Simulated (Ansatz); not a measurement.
# BN (boron nitride): UPBE/6-31G

Aim: the energy change on altering one bond length of BN (boron nitride) at UPBE/6-31G, from 2 runs. 

The calculation is run with Ansatz 0.2.0.

66 further runs of the same task are left out: 66 set aside as unsound or not needed.

**1. The system as given**

BN has 2 atoms, charge 0, and is taken as a triplet. SMILES: `B#N`. The shape is that of a GFN2-xTB optimisation.

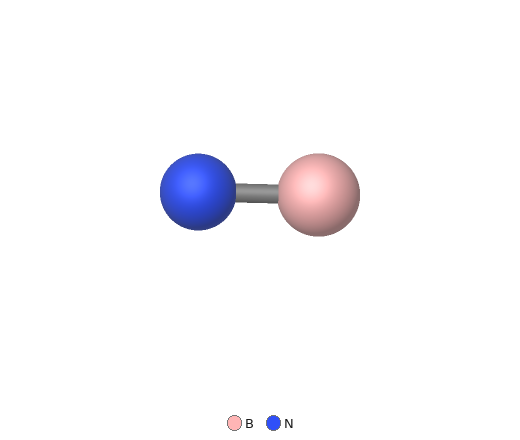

The structure, seen from a chosen angle (boron pink, nitrogen blue).

**2. A single-point energy at UPBE/6-31G**

The input, run.yaml:

```yaml
crystal:
  periodic: [false, false, false]
  atoms:
    - {symbol: B, position_ang: [0.000000, 0.000000, 0.000000]}
    - {symbol: N, position_ang: [0.000000, 0.000000, 1.268430]}
basis:
  gaussian:
    orbitals: 6-31G
accuracy: high
magnetization:
  spin_polarized: true
  initial_magnetization: 2
hamiltonian:
  xc: pbe
```

Started as:

```console
$ ansatz run run.yaml --threads 1 --pin off --max-ram 2610MiB --events-out events.jsonl --progress --plain --runs-dir runs
```

The program printed:

```text
Warning: RAYON_NUM_THREADS=1 ignored (pool sized by the plan → 1); use --threads N
Functional definition: PBE
  name "PBE"
  parameter kappa = 0.804
  parameter beta = 0.06672455060314922
  exchange = pbe_x(kappa = kappa, mu = beta*pi^2/3)
  correlation = pbe_c(beta = beta)
417 factors; integrals over basis functions are off by at most 3.1e-9 eV
mean field evaluation 1: about -2152.5491 eV, gradient 3.1e1 eV
mean field evaluation 2: about -2105.1987 eV, gradient 8.5e1 eV
mean field evaluation 4: about -2157.2326 eV, gradient 2.2e0 eV
mean field evaluation 8: about -2157.2561 eV, gradient 1.3e-1 eV
mean field evaluation 16: about -2157.2562 eV, gradient 8.4e-7 eV
mean field evaluation 32: about -2156.2035 eV, gradient 4.9e-3 eV
mean field -2157.25615212 eV, -79.2777013497 hartree, gradient 5.5e-8 eV, S^2 2.002246; 5 other end points of the search recorded, 0 dependent functions left out
reference -2157.25615393 eV, -79.2777014161 hartree; 7, 5 occupied and 11, 13 virtual orbitals, 417 factors
Total energy: -2157.25615393 eV, -79.2777014161 hartree
```

It took 0.58 s on 1 thread of AMD EPYC 9R45 (Zen 5), shared host.

**3. The distorted shape, same level**

The input, in.yaml:

```yaml
crystal:
  periodic: [false, false, false]
  atoms:
    - symbol: B
      position_ang: [0.000000, 0.000000, -0.317070]
    - symbol: N
      position_ang: [0.000000, 0.000000, 1.268430]
basis:
  gaussian:
    orbitals: 6-31G
magnetization:
  spin_polarized: true
  initial_magnetization: 2
hamiltonian:
  xc: {name: PBE}
accuracy: high
```

Started as:

```console
$ ansatz run in.yaml --threads 1 --pin off --max-ram 2610MiB --events-out events.jsonl --progress --plain --runs-dir runs
```

The program printed, cut to the lines that bear on the results:

```text
Warning: RAYON_NUM_THREADS=1 ignored (pool sized by the plan → 1); use --threads N
[... 6 set-up lines as earlier in the session ...]
418 factors; integrals over basis functions are off by at most 3.5e-9 eV
mean field evaluation 1: about -2150.8867 eV, gradient 3.2e1 eV
mean field evaluation 2: about -2069.0746 eV, gradient 9.6e1 eV
mean field evaluation 4: about -2156.7082 eV, gradient 2.0e0 eV
mean field evaluation 8: about -2156.7364 eV, gradient 2.0e-2 eV
mean field evaluation 16: about -2156.7365 eV, gradient 6.0e-6 eV
mean field evaluation 32: about -2156.7365 eV, gradient 1.1e-2 eV
mean field -2156.73647192 eV, -79.2586034545 hartree, gradient 9.3e-8 eV, S^2 2.003143; 6 other end points of the search recorded, 0 dependent functions left out
reference -2156.73647371 eV, -79.2586035202 hartree; 7, 5 occupied and 11, 13 virtual orbitals, 418 factors
Total energy: -2156.73647371 eV, -79.2586035202 hartree
```

Run time: 0.52 s. Hardware: 1 thread of AMD EPYC 9R45 (Zen 5), shared host.

**4. Outcome**

At UPBE/6-31G:

| quantity | value |
| --- | --- |
| first shape: total energy | -79.27770 Eh |
| first shape: ⟨S²⟩ | 2.002 |
| distorted shape: total energy | -79.25860 Eh |
| distorted shape: ⟨S²⟩ | 2.003 |
| energy change with the B1–N2 bond stretched from 1.268 to 1.585 Å | 0.520 eV |

In words: With the B1–N2 bond stretched from 1.268 to 1.585 Å the energy rises by 0.52 eV (50.1 kJ/mol). The first shape isn't relaxed at this level, so the change isn't measured from a minimum.
